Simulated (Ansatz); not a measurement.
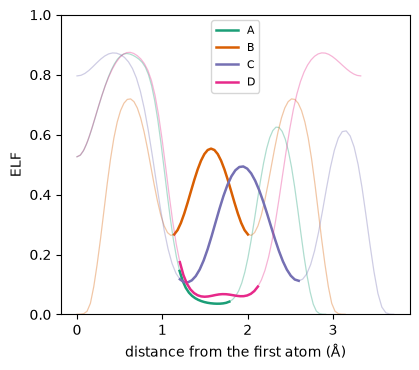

KLuTi. ELF along straight lines between neighbouring atoms. Thin, pale parts lie inside the atomic spheres.

Space group P4/nmm; built by placing these elements on a known structure type; not relaxed (largest force 1.0 eV/Å); computed without spin polarisation.

Method: DFT, PAW plane waves, PBE (Ansatz).

Core electrons are frozen (PAW), and the valence fields are smoothed inside the atomic spheres.

**Which curve belongs to which contact (K–Lu, K–Ti, Lu–Ti and Ti–Ti)? The first atom named is at distance zero.**

Curve A: K–Ti (2.91 Å): the ELF is about 0.05 at the midpoint: no shared electron pair shows on this line. Curve B: Ti–Ti (3.14 Å): the ELF reaches about 0.55 near the midpoint. Curve C: Lu–Ti (3.71 Å): the ELF is about 0.50 at the midpoint (no localised pair shows between them). Curve D: K–Lu (3.32 Å): the ELF is about 0.05 at the midpoint: no shared electron pair shows on this line.
